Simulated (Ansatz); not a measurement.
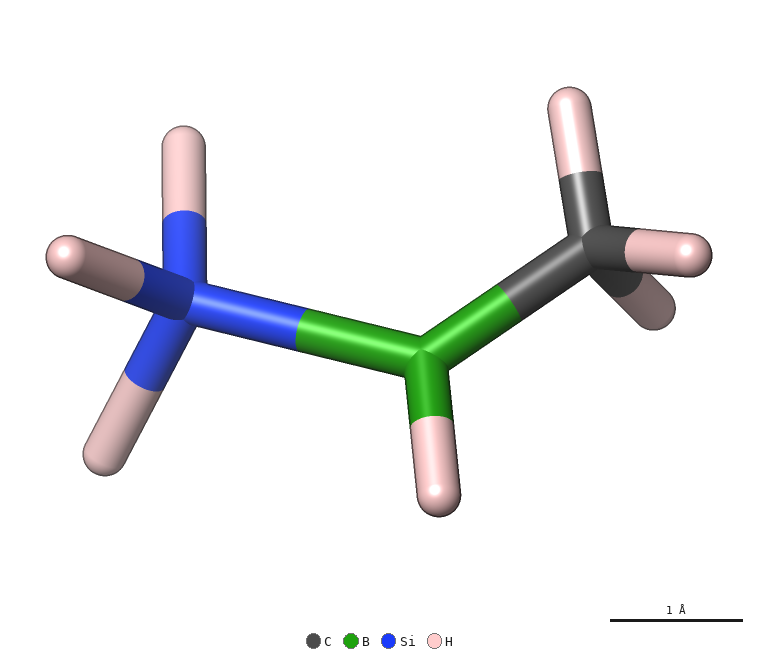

Every bond is drawn as one stick, whatever its order.

The computed structure is the end point of a PBE0-D4/def2-TZVP optimisation.

Description:

Formula CH₇BSi. Its SMILES string is `CB[SiH3]`. It has no ring. Among its groups: Si–H bond, B–H bond. The point group is C1. Coordination: 1 C tetrahedral; 1 B trigonal planar; 1 Si tetrahedral.

The parts below concern this one geometry. Atoms keep their numbers from picture to picture.

**Shape**

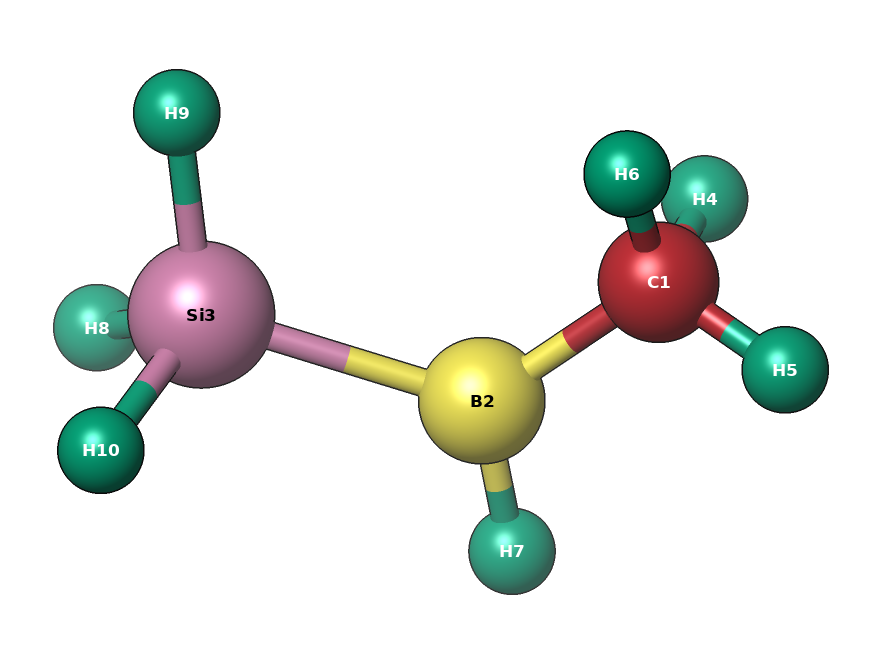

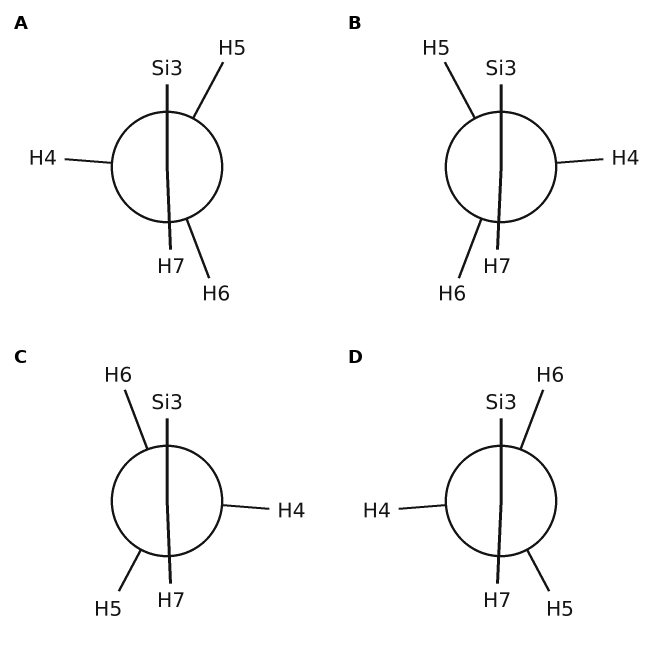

Distant atoms are faded towards the background colour. Bonds that would overlap in a projection are set slightly apart.

> Which Newman projection shows the view along B2–C1, with B2 in front?

D. The torsion angle Si3–B2–C1–H4 is −94°, about perpendicular.

**Levels of theory compared**

Program: Ansatz 0.2.0.

At this fixed geometry, give HOMO–LUMO gap (eV) at these levels: B3LYP-D4/def2-TZVPP; B97M-V/def2-TZVPP; BHLYP-D4/def2-TZVPP; BLYP-D4/def2-TZVPP; HSE06-D4/def2-TZVPP; PBE-D4/def2-TZVPP; PBE0-D4/def2-QZVPP; PBE0-D4/def2-SVP; SPW92 (LDA)/def2-TZVPP; ωB97M-V/def2-TZVPP.

```
                 level  HOMO–LUMO gap (eV)
   B3LYP-D4/def2-TZVPP                5.72
     B97M-V/def2-TZVPP                4.46
   BHLYP-D4/def2-TZVPP                8.33
    BLYP-D4/def2-TZVPP                3.98
   HSE06-D4/def2-TZVPP                5.31
     PBE-D4/def2-TZVPP                3.89
    PBE0-D4/def2-QZVPP                6.08
      PBE0-D4/def2-SVP                6.14
SPW92 (LDA)/def2-TZVPP                3.72
    ωB97M-V/def2-TZVPP               10.22
```

**Vibrations**

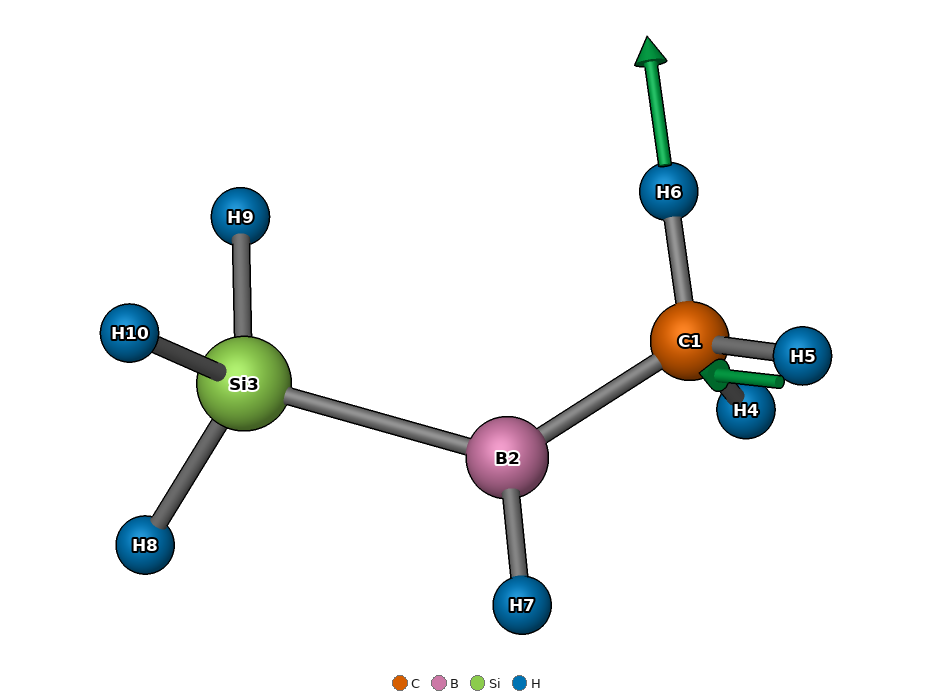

The arrows show one normal mode. Harmonic vibrations computed with RKS PBE0-D4/def2-TZVP (Ansatz 0.2.0) at a stationary point of the same level.

> What kind of motion is it?

Mostly out-of-phase stretching of 2 C–H bonds.

> Estimate its harmonic wavenumber.

3139 cm⁻¹; it is mode 24 of 24 counted from the lowest.

**Dipole moment**

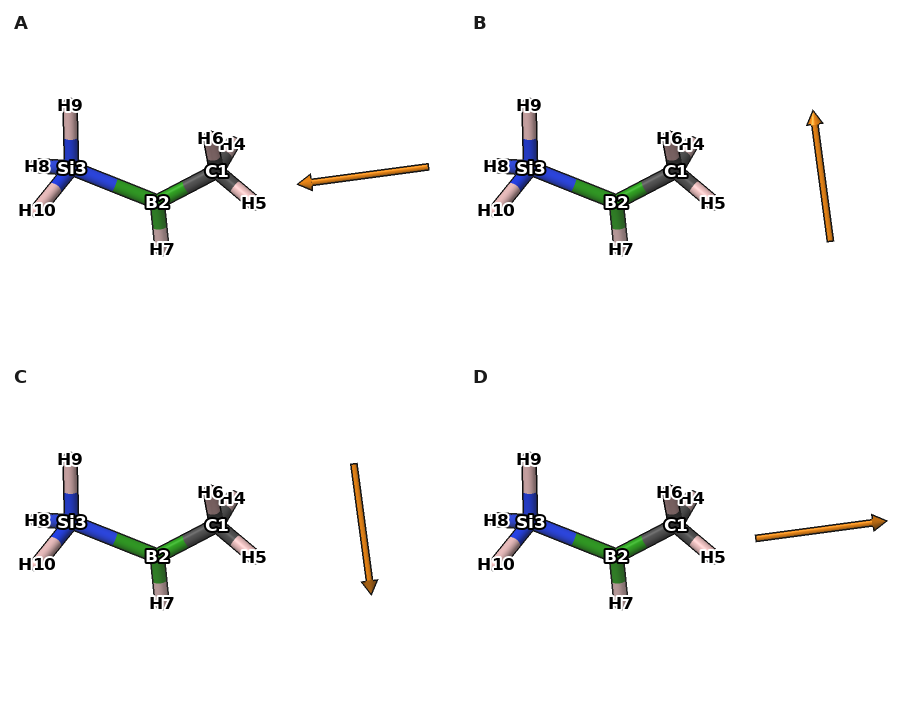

The same molecule four times, each with an arrow. Properties computed with RKS PBE-D4/def2-TZVPP (Ansatz 0.2.0).

> Which arrow points along the dipole moment, from the negative to the positive end?

D. The dipole moment is 1.24 D; it points from the side of H8, H10 to the side of H5 (the outermost atoms at the two ends).

**Charges**

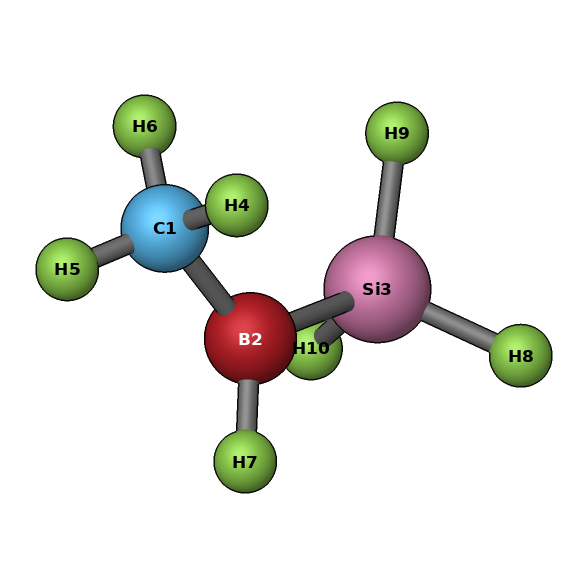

The questions are on Mulliken charges. Method: RKS PBE-D4/def2-TZVPP (Ansatz 0.2.0).

> Which atom carries the highest charge (most positive or least negative)?

H5, H6 (0.11 e).

> And the lowest?

C1 (−0.30 e).

List the Mulliken charges.

```
atom  value (e)
  C1      −0.30
  B2       0.07
 Si3       0.06
  H4       0.10
  H5       0.11
  H6       0.11
  H7       0.02
  H8      −0.05
  H9      −0.06
 H10      −0.05
```

Mulliken values depend strongly on the basis set and can even reverse the polarity of a bond.
